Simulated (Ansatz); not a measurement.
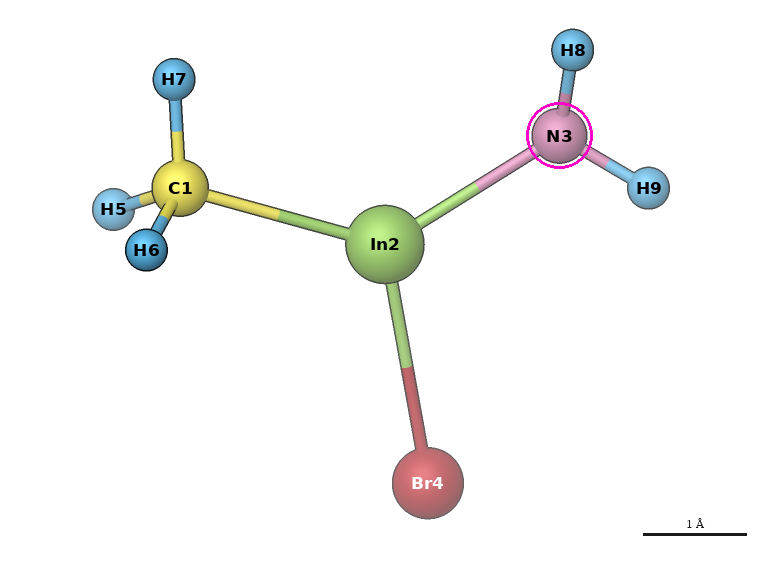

Orthographic view. Depth is shown by fading: the farther an atom, the more it takes the colour of the background. Computed geometry: PBE0-D4/def2-TZVP optimisation.

**Name the neighbours of the circled atom.**

The circled atom is N3; it is bonded to In2, H8, H9.

**What is the shortest path along bonds from the circled atom to H5?**

N3–In2–C1–H5, 3 bonds; through space the two are 4.40 Å apart.

**Of C1 and H5, which is nearer the viewer?**

C1; the bond to H5 points away from the viewer, so it looks shorter than its 1.09 Å.

**Which atom is farthest from the viewer?**

Br4, 1.0 Å behind the mean position.
